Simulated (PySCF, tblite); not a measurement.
**C₃H₈F₂N₂Si₂: geometry, infrared bands and NMR shifts**

Aim: predict the infrared bands and NMR shifts of C₃H₈F₂N₂Si₂ (`N#CCC(F)(F)[SiH2][SiH2]N`).

The runs use tblite 0.8.0 and PySCF 2.14.0, with density-fitted response routines of our own; the level of theory stands in each step. All values are computed, except where a source is named. Atoms count from 0, in the outputs and in this text.

**1. The starting structure**

17 atoms, charge 0, multiplicity 1; geometry from: force field or distance geometry start.

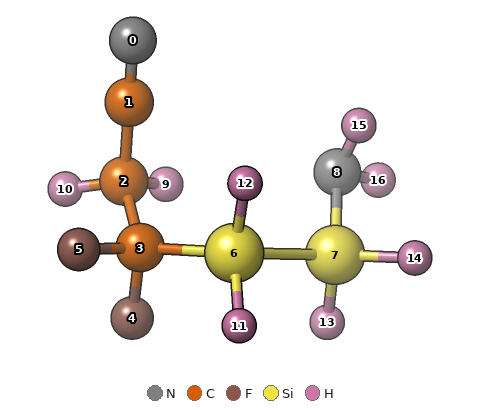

The starting geometry (nitrogen grey, carbon orange, fluorine brown, silicon yellow, hydrogen pink), atoms numbered.

**2. Geometry optimisation with GFN2-xTB**

Job settings and geometry (Å):

```
{"job": {"kind": "relax", "xc": "GFN2-xTB", "basis": "xTB"}, "charge": 0, "multiplicity": 1}
N      2.628800     1.806400    -1.018700
C      2.158300     1.153500    -0.190300
C      1.567700     0.319800     0.870300
C      1.142500    -1.040500     0.348400
F      0.628400    -1.733200     1.435900
F      2.273400    -1.737400     0.023700
Si    -0.059900    -1.212300    -1.040700
Si    -1.971300    -0.099200    -0.402100
N     -1.713600     1.554200    -0.121500
H      0.705200     0.845100     1.323700
H      2.285200     0.186500     1.673200
H     -0.388600    -2.644200    -1.341600
H      0.451000    -0.607000    -2.288100
H     -2.525600    -0.640800     0.852700
H     -3.022000    -0.145300    -1.453200
H     -1.601700     2.046000    -0.999100
H     -2.564800     1.960400     0.283800
```

Started as:

```
OMP_NUM_THREADS=1 python probes_run.py task.json out
```

One launch serves the whole session: the jobs run in the order shown.

**Question.** This job is followed by: GFN2-xTB harmonic vibrations, gas phase; GIAO PBE0/pcSseg-1 NMR shielding, non-relativistic, gas phase. What will the session give for the following? strongest single infrared mode (GFN2-xTB); zero-point energy (GFN2-xTB); 13C shifts against TMS (PBE0/pcSseg-1); 1H shifts against TMS (PBE0/pcSseg-1, means over atoms taken as alike); 15N shifts against NH3 (PBE0/pcSseg-1); 19F shifts against CFCl3 (PBE0/pcSseg-1, means over atoms taken as alike); 29Si shifts against TMS (PBE0/pcSseg-1); surface potential, least and greatest.

**Answer**, as computed:

| quantity | value |
| --- | --- |
| strongest single infrared mode (GFN2-xTB) | 675 cm⁻¹, 606 km/mol |
| zero-point energy (GFN2-xTB) | 65.9 kcal/mol |
| 13C shifts against TMS (PBE0/pcSseg-1) | 134.1, 123.2, 31.3 ppm |
| 1H shifts against TMS (PBE0/pcSseg-1, means over atoms taken as alike) | 5.13, 4.29, 3.25, 0.49 ppm |
| 15N shifts against NH3 (PBE0/pcSseg-1) | 307.2, 0.5 ppm |
| 19F shifts against CFCl3 (PBE0/pcSseg-1, means over atoms taken as alike) | -107.1 ppm |
| 29Si shifts against TMS (PBE0/pcSseg-1) | -56.5, -71.2 ppm |
| surface potential, least and greatest | -1.46 V and 1.65 V |

Relaxing lowered the energy by 0.503 eV in 117 steps; the close pair that moved most is C3–Si6, from 1.845 to 1.949 Å. No mode is imaginary among the 45: a minimum at this level. The strongest single mode, at 675 cm⁻¹, is spread over several atoms, H14, H12, H11, H13 among them. GFN2-xTB is a fitted tight-binding method: band positions and strengths are rough. Its intensities can rank the bands wrongly. At PBE0/pcSseg-1: Shielding is most anisotropic at N0 (span 507 ppm, paramagnetic term -379 ppm). At PBE0/pcSseg-1, counted by nearest atom on the grid, the HOMO lies on N8 56 %; H14 16 %, the LUMO on Si6, Si7 about 16 % each; H12, H13 about 11 % each.
